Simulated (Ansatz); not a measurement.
```xyz
10

C    -1.6406   -0.1593    0.1287
S    -0.3123   -1.2421    0.6673
C     1.0728   -0.1311    0.3645
F     2.1334   -0.5768    1.0988
Se    1.5036   -0.1004   -1.5417
H    -1.6905    0.7393    0.7461
H    -1.5241    0.1101   -0.9214
H    -2.5651   -0.7235    0.2530
H     0.8269    0.8825    0.6869
H     2.2788    1.1502   -1.4789
```

Geometry: PBE0-D4/def2-TZVP.

These are results of Ansatz, RKS PBE0-D4/def2-TZVPP, not measurements.

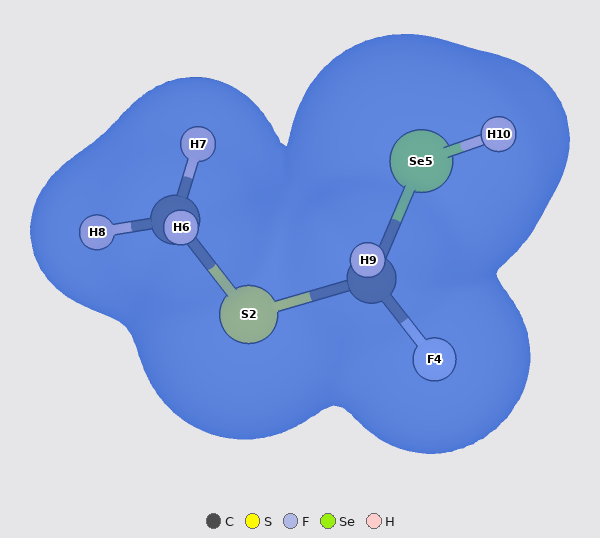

C$_{2}$H$_{5}$FSSe (SMILES CSC(F)[SeH]). Isosurface of the total electron density at 0.05 e/Å³ (blue), seen across its widest extent.

Q: How is the density connected at this value?

A: At this value the surface is in one piece. It bridges the sampled C–F (1.36 Å), C–S (1.80 Å), C–Se (1.95 Å) and C–H (1.09 Å) contacts, where the density stays above the isovalue. On the grid the lowest density along these lines, outside the cores, is 1.7 e/Å³ (C–F, 1.36 Å), 1.3 e/Å³ (C–S, 1.80 Å), 1 e/Å³ (C–Se, 1.95 Å) and 1.9 e/Å³ (C–H, 1.09 Å).
